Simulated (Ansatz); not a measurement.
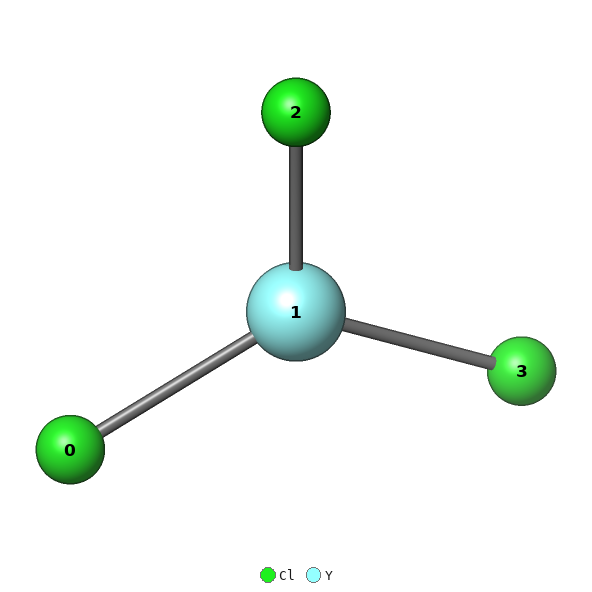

The picture comes from a calculation with Ansatz.

The picture shows the input geometry. Atoms are numbered from 0, in the order of the input.

Input file:

```yaml
crystal:
  periodic: [false, false, false]
  atoms:
    - {symbol: Cl, position_ang: [-1.697313, -0.768878, 1.655820]}
    - {symbol: Y, position_ang: [-0.070586, 0.015870, -0.016526]}
    - {symbol: Cl, position_ang: [1.879260, -0.696825, 0.249588]}
    - {symbol: Cl, position_ang: [-0.373480, 1.505572, -1.952459]}
basis:
  gaussian: {orbitals: def2-TZVPP}
correlation: {method: ccsd_t}
```

What the program printed:

```
Functional definition: HF
  name "HF"
  cite "Fock, Z. Phys. 61, 126 (1930) doi:10.1007/BF01340294"
  parent pbe
  exchange = exact_x
  correlation = 0
1130 factors; integrals over basis functions are off by at most 7.6e-4 eV
mean field evaluation 1: about -38547.5096 eV, gradient 2.4e1 eV
mean field evaluation 2: about -38547.6263 eV, gradient 2.4e1 eV
mean field evaluation 4: about -38549.5031 eV, gradient 1.6e0 eV
mean field evaluation 8: about -38549.5317 eV, gradient 1.6e-1 eV
mean field evaluation 16: about -38548.9821 eV, gradient 1.4e1 eV
mean field -38549.53186837 eV, -1416.6691663515 hartree, gradient 1.8e-6 eV, S^2 0.000000; 0 other end points of the search recorded, 0 dependent functions left out
15 core orbitals not correlated: weight in the atoms' cores, before any rotation towards them, 1.000 or more for the frozen orbitals, at most 0.000 for the correlated occupied ones
reference -38549.53186837 eV, -1416.6691663515 hartree; 16, 16 occupied and 151, 151 virtual orbitals, 1130 factors
second order -22.15863597 eV of doubles, -0.00000000 eV of singles
cycle   1  -22.90209570 eV  change   -7.4e-1 eV  update   9.2e-2
cycle   2  -23.28802332 eV  change   -3.9e-1 eV  update   2.7e-2
cycle   3  -23.39888848 eV  change   -1.1e-1 eV  update   1.5e-2
cycle   4  -23.38813905 eV  change    1.1e-2 eV  update   3.9e-3
cycle   5  -23.38615172 eV  change    2.0e-3 eV  update   1.5e-3
cycle   6  -23.38631137 eV  change   -1.6e-4 eV  update   4.1e-4
cycle   7  -23.38624745 eV  change    6.4e-5 eV  update   1.5e-4
cycle   8  -23.38626815 eV  change   -2.1e-5 eV  update   5.0e-5
cycle   9  -23.38629527 eV  change   -2.7e-5 eV  update   1.8e-5
perturbative correction -0.96323292 eV, -0.0353981569 hartree
Total energy: -38573.88139656 eV, -1417.5639950078 hartree
```
